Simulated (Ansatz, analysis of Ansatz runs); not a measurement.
# Migration in K2SrCl4 (Cc): V_K hop (4.2 Å), charge 0

How high is the barrier when K changes place in K2SrCl4 (Cc)? The case: V_K hop (4.2 Å), charge 0, in a cell of 56 host atoms with 1 K taken out.

Calculated with Ansatz 0.2.0; plane-wave PAW DFT, PBEsol; nudged elastic band between two relaxed defect structures.

**1. Set-up**

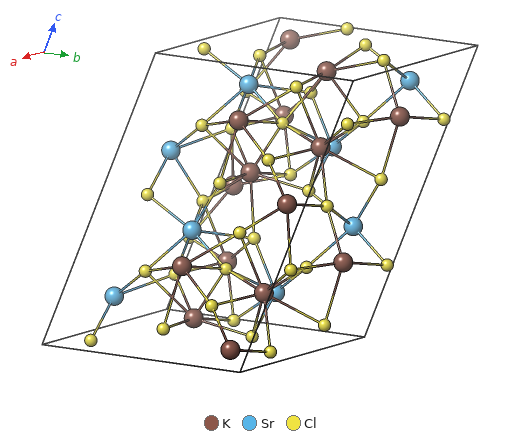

The cell as given, slightly off an axis (potassium brown, strontium blue, chlorine yellow). Some periodic images of atoms are drawn too.

The cell holds 55 atoms: 15 K, 8 Sr and 32 Cl. Cell: a = 9.212 Å, b = 12.707 Å, c = 15.694 Å, α = 90.0°, β = 126.0°, γ = 90.0°. It derives from K2SrCl4 (space group Cc). Nearest the centre at fractional (0.624, 0.319, 0.498): K33 at 2.10 Å, Cl55 at 2.25 Å, Cl44 at 2.41 Å, Cl24 at 2.52 Å, Sr11 at 3.72 Å, Cl43 at 3.73 Å, Cl48 at 3.80 Å, K28 at 4.06 Å.

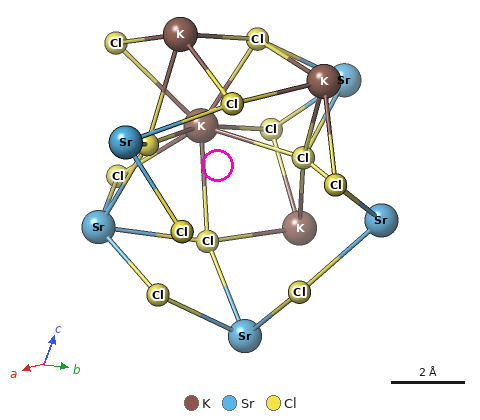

The atoms within 5 Å of the centre. A ring marks the middle of the ideal hop wherever no atom is near it.

The cell's shortest repeat is 9.2 Å.

**2. Relaxation of the start point, charge 0**

The ends come first: from an unrelaxed start the top is counted from too high an energy, and the barrier comes out too low. Small random displacements break the symmetry of the ideal sites, so that the defect can distort if it gains by it. The cell holds an odd number of electrons, so the run is spin-polarised with the moment held at 1 μB. A width of 0.01 eV lets levels that lie close at the Fermi energy share an electron.

A first try with fixed occupations did not converge, so this run has a small smearing.

Input file q0_M1.start_smeared/input.yaml:

```yaml
crystal:
  lattice:
    - [-9.20925022, 0.0, 0.22703725]
    - [0.0, 12.70720617, 0.0]
    - [8.90025923, 0.0, -12.92627563]
  atoms:
    - { symbol: K, position: [0.05386814, 0.30613368, 0.30498515] }
    - { symbol: K, position: [0.55386814, 0.80613368, 0.30498515] }
    - { symbol: K, position: [0.19197685, 0.05609162, 0.19293828] }
    - { symbol: K, position: [0.69197685, 0.55609162, 0.19293828] }
    - { symbol: K, position: [0.05386814, 0.69386632, 0.05498515] }
    - { symbol: K, position: [0.55386814, 0.19386632, 0.05498515] }
    - { symbol: K, position: [0.19197685, 0.94390838, 0.44293828] }
    - { symbol: Sr, position: [0.24826386, 0.37501614, 0.12402861] }
    - { symbol: Sr, position: [0.74826386, 0.87501614, 0.12402861] }
    - { symbol: Sr, position: [0.24826386, 0.62498386, 0.37402861] }
    - { symbol: Sr, position: [0.74826386, 0.12498386, 0.37402861] }
    - { symbol: Cl, position: [0.01409588, 0.4992903, 0.43296381] }
    - { symbol: Cl, position: [0.51409588, -0.0007097, 0.43296381] }
    - { symbol: Cl, position: [0.16632653, 0.81601692, 0.2496318] }
    - { symbol: Cl, position: [0.66632653, 0.31601692, 0.2496318] }
    - { symbol: Cl, position: [0.41526194, 0.43394402, -0.00169809] }
    - { symbol: Cl, position: [0.91526194, 0.93394402, -0.00169809] }
    - { symbol: Cl, position: [0.16632653, 0.18398308, -0.0003682] }
    - { symbol: Cl, position: [0.66632653, 0.68398308, -0.0003682] }
    - { symbol: Cl, position: [0.01409588, 0.5007097, 0.18296381] }
    - { symbol: Cl, position: [0.51409588, 1.0007097, 0.18296381] }
    - { symbol: Cl, position: [0.41526194, 0.56605598, 0.24830191] }
    - { symbol: Cl, position: [0.91526194, 0.06605598, 0.24830191] }
    - { symbol: Cl, position: [0.39590681, 0.25075248, 0.31500043] }
    - { symbol: Cl, position: [0.89590681, 0.75075248, 0.31500043] }
    - { symbol: Cl, position: [0.39590681, 0.74924752, 0.06500043] }
    - { symbol: Cl, position: [0.89590681, 0.24924752, 0.06500043] }
    - { symbol: K, position: [0.05386814, 0.30613368, 0.80498515] }
    - { symbol: K, position: [0.55386814, 0.80613368, 0.80498515] }
    - { symbol: K, position: [0.19197685, 0.05609162, 0.69293828] }
    - { symbol: K, position: [0.69197685, 0.55609162, 0.69293828] }
    - { symbol: K, position: [0.05386814, 0.69386632, 0.55498515] }
    - { symbol: K, position: [0.55386814, 0.19386632, 0.55498515] }
    - { symbol: K, position: [0.19197685, 0.94390838, 0.94293828] }
    - { symbol: K, position: [0.69197685, 0.44390838, 0.94293828] }
    - { symbol: Sr, position: [0.24826386, 0.37501614, 0.62402861] }
    - { symbol: Sr, position: [0.74826386, 0.87501614, 0.62402861] }
    - { symbol: Sr, position: [0.24826386, 0.62498386, 0.87402861] }
    - { symbol: Sr, position: [0.74826386, 0.12498386, 0.87402861] }
    - { symbol: Cl, position: [0.01409588, 0.4992903, 0.93296381] }
    - { symbol: Cl, position: [0.51409588, -0.0007097, 0.93296381] }
    - { symbol: Cl, position: [0.16632653, 0.81601692, 0.7496318] }
    - { symbol: Cl, position: [0.66632653, 0.31601692, 0.7496318] }
    - { symbol: Cl, position: [0.41526194, 0.43394402, 0.49830191] }
    - { symbol: Cl, position: [0.91526194, 0.93394402, 0.49830191] }
    - { symbol: Cl, position: [0.16632653, 0.18398308, 0.4996318] }
    - { symbol: Cl, position: [0.66632653, 0.68398308, 0.4996318] }
    - { symbol: Cl, position: [0.01409588, 0.5007097, 0.68296381] }
    - { symbol: Cl, position: [0.51409588, 1.0007097, 0.68296381] }
    - { symbol: Cl, position: [0.41526194, 0.56605598, 0.74830191] }
    - { symbol: Cl, position: [0.91526194, 0.06605598, 0.74830191] }
    - { symbol: Cl, position: [0.39590681, 0.25075248, 0.81500043] }
    - { symbol: Cl, position: [0.89590681, 0.75075248, 0.81500043] }
    - { symbol: Cl, position: [0.39590681, 0.74924752, 0.56500043] }
    - { symbol: Cl, position: [0.89590681, 0.24924752, 0.56500043] }
basis:
  ecutwfc: 420
  xc_grid: 2
hamiltonian:
  xc: pbesol
kpoints:
  mp_grid: { grid: [1, 1, 1], shift: [0.25, 0.25, 0.25] }
magnetization:
  spin_polarized: true
  initial_magnetization: 1
  spin_locking: { lock_magnetization: hard }
scf:
  occupations: { method: fermi_dirac, width: 0.01 }
  max_iter: 100
output:
  forces: true
relax:
  f_tol: 0.02
  max_steps: 70
  random_displacement: { amplitude: 0.03, seed: 6440 }
```

On the command line:

```
ansatz run input.yaml --threads 32 --pin off --max-ram 84787MiB --backend cuda --events-out ev --progress --plain --runs-dir out --max-vram 78GiB
```

Numbers of over 12 decimals in the logs are rounded to 6 here.

The program printed:

```text
[... repeated set-up lines and file paths are left out, and long positions are rounded to six places ...]
The last accepted step is kept in <dir> (removed where the run ends without a failure and the disk answers)
Engine: ansatz 0.2.0, aarch64-unknown-linux-gnu
Pseudopotentials: kind: paw
Pseudopotential: K, paw, valence charge 9, recommended cutoff 420 eV (normal), K.paw.azcp
Pseudopotential: Sr, paw, valence charge 10, recommended cutoff 420 eV (normal), Sr.paw.azcp
Pseudopotential: Cl, paw, valence charge 7, recommended cutoff 420 eV (normal), Cl.paw.azcp
Functional definition: PBEsol
  exchange = pbesol_x
  correlation = pbesol_c
[...]
Crystal: 55 atoms, lattice volume = 1487.005 Å³
Basis set: ecut = 420 eV, 29031 PW (Γ), exchange–correlation on 128×180×216 points (8 copies of the dense FFT grid, shifted against one another)
Bands: 275, of which v1, the nominal top of the filled ones, is band 220 counted from 1 (219 counted from 0)
Symmetry: 1 space group operations
k-points: 1
Non-local potential: K, projectors of the file, l = 0: 3, l = 1: 2, l = 2: 2
Non-local potential: Sr, projectors of the file, l = 0: 3, l = 1: 2, l = 2: 2
Non-local potential: Cl, projectors of the file, l = 0: 2, l = 1: 2, l = 2: 2
PAW form: soft (Blöchl's): semilocal exchange-correlation on the pseudo side does not see the compensation charge
PAW frozen core: K, regenerated for the run's functional, and the local potential with it (the file was generated under x = pbe(κ = 0.804, μ = 0.219515), c = pbe(β = 0.066725))
PAW frozen core: Sr, regenerated for the run's functional, and the local potential with it (the file was generated under x = pbe(κ = 0.804, μ = 0.219515), c = pbe(β = 0.066725))
PAW frozen core: Cl, regenerated for the run's functional, and the local potential with it (the file was generated under x = pbe(κ = 0.804, μ = 0.219515), c = pbe(β = 0.066725))
PAW one-centre angular grid: K, 110 points (default); XC on 64 Gauss nodes
PAW one-centre angular grid: Sr, 110 points (default); XC on 64 Gauss nodes
PAW one-centre angular grid: Cl, 110 points (default); XC on 64 Gauss nodes
Initial density: superposition of atomic densities (chi_scale 0.1, normalization cell, long waves kept (reshape's long-wave potential 0.36 eV rms))
Starting moments: Σ|m| = 1 μB on 55 of 55 sites
Initial wavefunctions: pseudopotential atomic-orbital guess
[...]
Functional: x = pbesol(κ = 0.804, μ = 0.123457), c = pbesol(β = 0.046)
SCF iter   1: F=—  HF=-84767.471053 eV  |F-HF|=—  |Δ(HF+E_count)|=         —  Δρ=2.62e-2 (↑2.42e-2 ↓2.62e-2)  dr2=7.08e1  dr2_m=1.76e-1  M=1.000 μB ∫|m|=1.045 μB  β_m=0.30  ethr=3.10e-3  ⟨swp⟩=9.0  Hψ=3084  notcnv=0  defer=48
preconditioner: auto → Resta (q_TF=auto, 2.226 Å⁻¹)  ε∞=3.2  [insulator: Δε(μ)=0.542 eV  Ē_g=12.077 eV  σ=0.010 eV  W_gap=1.00  n_scr=282 (ndim 8)  ℏωp=17.9 eV  f_vac=0.008  D(μ)=0.00/eV (n_scr^D=0)  ε∞_Penn≈3.2]
spin=Collinear: Resta preconditioning applied to the charge; magnetization (m = ρ↑ − ρ↓) channel mixes plain (no charge-response kernel on spin).
SCF iter   2: F=—  HF=-84750.268966 eV  |F-HF|=—  |Δ(HF+E_count)|=    1.72e1  Δρ=1.52e-2 (↑1.35e-2 ↓1.52e-2)  dr2=2.46e1  dr2_m=1.06e-1  M=1.000 μB ∫|m|=1.041 μB  β_m=0.47  ethr=3.10e-3  ⟨swp⟩=3.0  Hψ=1005  notcnv=0  defer=84
SCF iter   3: F=—  HF=-84741.679842 eV  |F-HF|=—  |Δ(HF+E_count)|=    8.59e0  Δρ=9.31e-3 (↑4.61e-3 ↓9.31e-3)  dr2=4.61e0  dr2_m=2.25e-1  M=1.000 μB ∫|m|=1.165 μB  β_m=0.47  ethr=3.10e-3  ⟨swp⟩=4.0  Hψ=1031  notcnv=0  defer=89
[...]
SCF iter  23: F=-84740.611476 eV  HF=-84740.611476 eV  |F-HF|=4.62e-7  |Δ(HF+E_count)|=   2.63e-8  Δρ=3.48e-6 (↑7.71e-7 ↓3.48e-6)  dr2=6.11e-7  dr2_m=4.01e-8  M=1.000 μB ∫|m|=1.044 μB  ethr=2.43e-10  ⟨swp⟩=2.0  Hψ=874  notcnv=0
SCF 1 converged in 23 iterations: F = -84740.611476 eV  dr2 = 6.11e-7
[...]
relax step   1: F+E_penalty+E_count = -84740.61147577 eV  Δ(F+E_penalty+E_count) = +0.000e0 eV  max|allowed force component| = 4.087e-1 eV/Å  Δτ_max = 0.0000 Å  (23 SCF iters, dr2 threshold 1.00e-5 eV, accepted)
[... the SCF cycles and remarks between the steps are left out from here to the last step ...]
relax step   2: F+E_penalty+E_count = -84740.83101346 eV  Δ(F+E_penalty+E_count) = -2.195e-1 eV  max|allowed force component| = 1.564e-1 eV/Å  Δτ_max = 0.1502 Å  (16 SCF iters, dr2 threshold 1.04e-5 eV, accepted)
relax step   3: F+E_penalty+E_count = -84740.89852189 eV  Δ(F+E_penalty+E_count) = -6.751e-2 eV  max|allowed force component| = 1.280e-1 eV/Å  Δτ_max = 0.1069 Å  (16 SCF iters, dr2 threshold 1.53e-6 eV, accepted)
relax step   4: F+E_penalty+E_count = -84740.97336646 eV  Δ(F+E_penalty+E_count) = -7.484e-2 eV  max|allowed force component| = 1.825e-1 eV/Å  Δτ_max = 0.1939 Å  (8 SCF iters, dr2 threshold 2.40e-6 eV, accepted)
relax step   5: F+E_penalty+E_count = -84740.96277182 eV  Δ(F+E_penalty+E_count) = +1.059e-2 eV  max|allowed force component| = 1.545e-1 eV/Å  Δτ_max = 0.1278 Å  (5 SCF iters, dr2 threshold 2.23e-5 eV, rejected (line search))
relax step   6: F+E_penalty+E_count = -84741.01378756 eV  Δ(F+E_penalty+E_count) = -4.042e-2 eV  max|allowed force component| = 3.958e-2 eV/Å  Δτ_max = 0.0639 Å  (8 SCF iters, accepted)
[...]
relax step   7: F+E_penalty+E_count = -84741.02045943 eV  Δ(F+E_penalty+E_count) = -6.672e-3 eV  max|allowed force component| = 1.658e-2 eV/Å  Δτ_max = 0.0390 Å  (7 SCF iters, accepted)
[...]
--- Relaxed structure (7 steps of the walk, 6 accepted, 0 SCFs on fresh bases) ---
  F+E_penalty+E_count = -84741.02045943 eV   max|allowed force component| = 1.658e-2 eV/Å
  atoms:
    - { symbol: K, position: [0.042801, 0.295725, 0.294182] }
    - { symbol: K, position: [0.565310, 0.810303, 0.305662] }
    [... 8 atoms left out ...]
    - { symbol: Sr, position: [0.741276, 0.133811, 0.378329] }
    [... 3 atoms left out ...]
    - { symbol: Cl, position: [0.669227, 0.318109, 0.249049] }
    [... 8 atoms left out ...]
    - { symbol: Cl, position: [0.393952, 0.250639, 0.316911] }
    [... 3 atoms left out ...]
    - { symbol: K, position: [0.047498, 0.306941, 0.809042] }
    [... 2 atoms left out ...]
    - { symbol: K, position: [0.689749, 0.554640, 0.689024] }
    [... 1 atom left out ...]
    - { symbol: K, position: [0.546818, 0.193845, 0.553563] }
    [... 9 atoms left out ...]
    - { symbol: Cl, position: [0.654109, 0.316834, 0.745081] }
    - { symbol: Cl, position: [0.370660, 0.435099, 0.494257] }
    [... 3 atoms left out ...]
    - { symbol: Cl, position: [0.014971, 0.501378, 0.686892] }
    [... 6 atoms left out ...]
    - { symbol: Cl, position: [0.894461, 0.249568, 0.573101] }
```

Run time: 7.6 s. Hardware: 1 × NVIDIA GB200 with 32 threads of Arm Neoverse V2, shared host; peak memory 1.4 GiB; 27 s of CPU time.

Step by step:

| step | energy less that of the first step (eV) | largest force component (eV/Å) |
| --- | --- | --- |
| 1 | 0.0000 | 0.4087 |
| 2 | -0.2195 | 0.1564 |
| 3 | -0.2870 | 0.1280 |
| 4 | -0.3619 | 0.1825 |
| 5 | -0.3513 | 0.1545 |
| 6 | -0.4023 | 0.0396 |
| 7 | -0.4090 | 0.0166 |

Relaxation step 5 was tried and not accepted.

The atoms that moved most (Å, from the sites as typed, ahead of the random displacement, the mean shift of all atoms taken out):

| atom | dx | dy | dz | length |
| --- | --- | --- | --- | --- |
| Cl44 | 0.374 | 0.012 | 0.040 | 0.376 |
| Cl12 | -0.370 | -0.051 | -0.002 | 0.373 |
| Sr36 | 0.323 | -0.087 | -0.116 | 0.354 |
| Sr10 | -0.319 | 0.110 | 0.094 | 0.350 |
| K1 | 0.005 | -0.135 | 0.135 | 0.191 |
| Sr11 | 0.102 | 0.110 | -0.059 | 0.161 |
| Sr8 | -0.099 | 0.055 | -0.106 | 0.155 |
| Cl55 | 0.085 | 0.002 | -0.107 | 0.136 |

Neighbours of K33 at the end:

| atom | distance (Å) |
| --- | --- |
| Cl43 | 2.994 |
| Cl13 | 2.997 |
| Cl55 | 3.114 |
| Cl46 | 3.174 |
| Cl24 | 3.187 |
| Cl49 | 3.323 |
| Cl44 | 3.335 |
| Cl51 | 3.368 |

Among the atoms that came to bonding distance: Cl44–Cl12 2.59 Å (from 3.31).

Read from the output:

```
free energy                                                                                       : -84741.0205 eV
total moment                                                                                      : 1 μB
integral of the absolute spin density                                                             : 1.069 μB
spin contamination                                                                                : 0.001777
r.m.s. move of the farther half of the atoms                                                      : 0.05669 Å
largest move from the ideal geometry of this structure, a common shift of the far atoms taken out : 0.4144 Å
```

The relaxation gained 0.409 eV and ended with a largest force component of 0.017 eV/Å.

**3. Relaxation of the end point, charge 0**

The end point is relaxed in the same cell and settings, so that the two energies compare. Atoms more than 3.2 Å from the middle of the hop start where the first relaxation left them, the nearer ones on or close to their ideal places, with small random displacements.

Input file q0_M1.end/input.yaml:

```yaml
crystal:
  lattice:
    - [-9.20925022, 0.0, 0.22703725]
    - [0.0, 12.70720617, 0.0]
    - [8.90025923, 0.0, -12.92627563]
  atoms:
    - { symbol: K, position: [0.04139414, 0.29607901, 0.29489456] }
    - { symbol: K, position: [0.56390306, 0.81065668, 0.3063744] }
[... 8 atom lines left out ...]
    - { symbol: Sr, position: [0.73986911, 0.13416455, 0.37904237] }
[... 1 atom line left out ...]
    - { symbol: Cl, position: [0.5093445, 0.00011566, 0.43473776] }
[... 1 atom line left out ...]
    - { symbol: Cl, position: [0.66782071, 0.31846304, 0.24976193] }
[... 8 atom lines left out ...]
    - { symbol: Cl, position: [0.39590681, 0.25075248, 0.31500043] }
[... 3 atom lines left out ...]
    - { symbol: K, position: [0.04609172, 0.30729442, 0.80975525] }
[... 2 atom lines left out ...]
    - { symbol: K, position: [0.68834233, 0.55499433, 0.68973712] }
[... 1 atom line left out ...]
    - { symbol: K, position: [0.693304, 0.443624, 0.441338] }
[... 9 atom lines left out ...]
    - { symbol: Cl, position: [0.65270205, 0.31718768, 0.74579399] }
    - { symbol: Cl, position: [0.41526194, 0.43394402, 0.49830191] }
[... 3 atom lines left out ...]
    - { symbol: Cl, position: [0.01356445, 0.50173182, 0.68760498] }
[... 6 atom lines left out ...]
    - { symbol: Cl, position: [0.89590681, 0.24924752, 0.56500043] }
basis:
  ecutwfc: 420
  xc_grid: 2
hamiltonian:
  xc: pbesol
kpoints:
  mp_grid: { grid: [1, 1, 1], shift: [0.25, 0.25, 0.25] }
magnetization:
  spin_polarized: true
  initial_magnetization: 1
  spin_locking: { lock_magnetization: hard }
scf:
  occupations: { method: fermi_dirac, width: 0.01 }
  max_iter: 100
output:
  forces: true
relax:
  f_tol: 0.02
  max_steps: 70
  random_displacement: { amplitude: 0.01, seed: 6440 }
```

The program printed:

```text
[...]
Crystal: 55 atoms, lattice volume = 1487.005 Å³
Basis set: ecut = 420 eV, 29031 PW (Γ), exchange–correlation on 128×180×216 points (8 copies of the dense FFT grid, shifted against one another)
Bands: 275, of which v1, the nominal top of the filled ones, is band 220 counted from 1 (219 counted from 0)
Symmetry: 1 space group operations
k-points: 1
[...]
Starting moments: Σ|m| = 1 μB on 55 of 55 sites
[...]
SCF iter   1: F=—  HF=-84767.480647 eV  |F-HF|=—  |Δ(HF+E_count)|=         —  Δρ=2.63e-2 (↑2.43e-2 ↓2.63e-2)  dr2=7.18e1  dr2_m=1.86e-1  M=1.000 μB ∫|m|=1.045 μB  β_m=0.30  ethr=3.10e-3  ⟨swp⟩=9.0  Hψ=3110  notcnv=0  defer=46
[...]
SCF iter   2: F=—  HF=-84750.232082 eV  |F-HF|=—  |Δ(HF+E_count)|=    1.72e1  Δρ=1.62e-2 (↑1.35e-2 ↓1.62e-2)  dr2=2.68e1  dr2_m=1.99e-1  M=1.000 μB ∫|m|=1.056 μB  β_m=0.47  ethr=3.10e-3  ⟨swp⟩=3.0  Hψ=1006  notcnv=0  defer=84
[...]
SCF converged after 8 iterations
[...]
max |Σ_I F_I| component: 9.11e-6 eV/Å
--- Relaxed structure (10 steps of the walk, 10 accepted, 0 SCFs on fresh bases) ---
  F+E_penalty+E_count = -84741.02160918 eV   max|allowed force component| = 5.322e-3 eV/Å
  atoms:
    - { symbol: K, position: [0.058252, 0.304678, 0.309363] }
    - { symbol: K, position: [0.545425, 0.804342, 0.304696] }
    [... 8 atoms left out ...]
    - { symbol: Sr, position: [0.701024, 0.118123, 0.364547] }
    [... 3 atoms left out ...]
    - { symbol: Cl, position: [0.667253, 0.312873, 0.252844] }
    [... 8 atoms left out ...]
    - { symbol: Cl, position: [0.387744, 0.251054, 0.311137] }
    [... 3 atoms left out ...]
    - { symbol: K, position: [0.060487, 0.305510, 0.805730] }
    [... 2 atoms left out ...]
    - { symbol: K, position: [0.702459, 0.561056, 0.692705] }
    [... 1 atom left out ...]
    - { symbol: K, position: [0.692492, 0.440562, 0.445228] }
    [... 9 atoms left out ...]
    - { symbol: Cl, position: [0.676750, 0.325094, 0.749963] }
    - { symbol: Cl, position: [0.418266, 0.438855, 0.498780] }
    [... 3 atoms left out ...]
    - { symbol: Cl, position: [0.023161, 0.496958, 0.682820] }
    [... 6 atoms left out ...]
    - { symbol: Cl, position: [0.932047, 0.243837, 0.562980] }
```

Run time: 9.2 s. Hardware: 1 × NVIDIA GB200 with 32 threads; peak memory 1.4 GiB.

Relaxation path:

| step | energy less that of the first step (eV) | largest force component (eV/Å) |
| --- | --- | --- |
| 1 | 0.0000 | 0.7091 |
| 2 | -0.3604 | 0.2506 |
| 3 | -0.4865 | 0.1646 |
| 4 | -0.5544 | 0.1782 |
| 5 | -0.5545 | 0.4467 |
| 6 | -0.6234 | 0.1823 |
| 7 | -0.6518 | 0.1109 |
| 8 | -0.6574 | 0.0290 |
| 9 | -0.6599 | 0.0230 |
| 10 | -0.6608 | 0.0053 |

The atoms that moved most (Å, from the sites as typed, ahead of the random displacement):

| atom | dx | dy | dz | length |
| --- | --- | --- | --- | --- |
| Sr36 | -0.672 | 0.210 | 0.034 | 0.705 |
| Cl55 | -0.351 | -0.070 | 0.034 | 0.359 |
| Sr10 | 0.326 | -0.106 | -0.093 | 0.355 |
| Sr11 | 0.229 | -0.205 | 0.178 | 0.355 |
| Cl12 | 0.345 | 0.014 | -0.043 | 0.348 |
| Cl46 | 0.261 | -0.027 | -0.104 | 0.282 |
| Cl43 | -0.185 | 0.100 | -0.049 | 0.215 |
| K1 | -0.027 | 0.109 | -0.184 | 0.215 |

Neighbours of K33 at the end:

| atom | distance (Å) |
| --- | --- |
| Cl22 | 3.025 |
| Cl44 | 3.095 |
| Cl55 | 3.122 |
| Cl12 | 3.163 |
| Cl48 | 3.218 |
| Cl47 | 3.302 |
| Cl15 | 3.313 |
| Cl24 | 3.342 |

Among the atoms that came to bonding distance: Cl55–Cl46 2.59 Å (from 3.20).

Numbers from this step:

| Property | Result |
| --- | --- |
| free energy | -84741.0216 eV |
| total moment | 1 μB |
| integral of the absolute spin density | 1.069 μB |
| spin contamination | 0.001798 |
| r.m.s. move of the farther half of the atoms | 0.07148 Å |
| largest move from the ideal geometry of this structure, a common shift of the far atoms taken out | 0.3772 Å |

The relaxation gained 0.661 eV and ended with a largest force component of 0.0053 eV/Å. The end lies 0.001 eV below the start.

(Continued in part 2 of 3.)

[Logs are printed without paths, hosts, clocks, repeated set-up lines and the standing remarks that a program may print on its own settings, such as how far it seeks lower states.]

[Hosts, paths, dates, database ids (printed as entryN), source tags and the programs' standing remarks are cut or masked in the printed files.]
